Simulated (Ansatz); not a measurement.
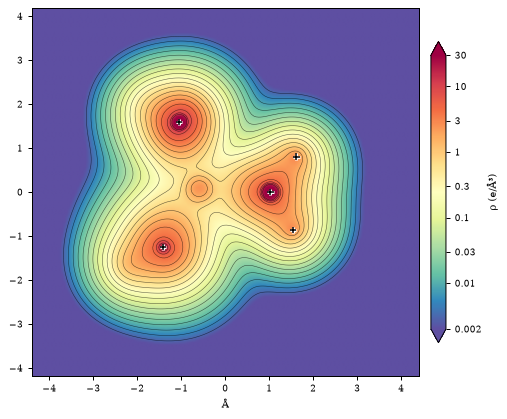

The total electron density on a plane through atoms (crosses mark nuclei in the plane).

All numbers below come from RKS PBE0-D4/def2-TZVPP in Ansatz 0.2.0.

Candidates:
A. FH5N2OSi (SMILES N[Si](N)(O)F)
B. C2H5NSi (SMILES [SiH3]C1C=N1)
C. CH3F2InS (SMILES C[S][In]([F])[F])

Which system is this?

Answer. Candidate A: FH5N2OSi on the plane of atoms H6, N1 and H7, which holds N, O and H.
